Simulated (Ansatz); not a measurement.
WSe₂ (space group P6_3/mmc, No. 194): the geometry relaxed with DFT, r2SCAN+rVV10, plane waves, PAW (Ansatz); the starting structure was generated, so it need not be a known form of this composition.

```cif
data_structure
_symmetry_space_group_name_H-M 'P 1'
_symmetry_Int_Tables_number 1
_cell_length_a 3.2997
_cell_length_b 3.2997
_cell_length_c 13.1487
_cell_angle_alpha 90.000
_cell_angle_beta 90.000
_cell_angle_gamma 120.000
_cell_volume 123.98
loop_
_atom_site_label
_atom_site_type_symbol
_atom_site_fract_x
_atom_site_fract_y
_atom_site_fract_z
_atom_site_occupancy
W1 W 0.33333 0.66667 0.25000 1
W2 W 0.66667 0.33333 0.75000 1
Se1 Se 0.66667 0.33333 0.37666 1
Se2 Se 0.66667 0.33333 0.12334 1
Se3 Se 0.33333 0.66667 0.87666 1
Se4 Se 0.33333 0.66667 0.62334 1
```

Describe how the polyhedra about W are linked (bonds: Se–W below 2.8 Å).

W: WSe6 trigonal prism, sharing edges with six neighbours.

They form layers of edge-sharing trigonal prisms parallel to (001).

Centre to centre across a shared edge: 3.30 Å.

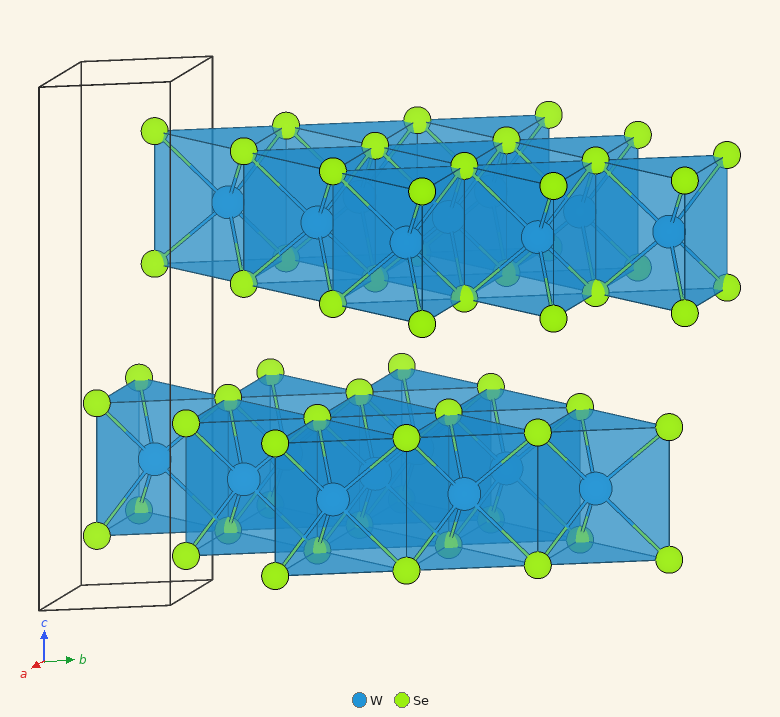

Polyhedra are drawn about W (bonds: Se–W below 2.8 Å); other atoms are plain spheres.
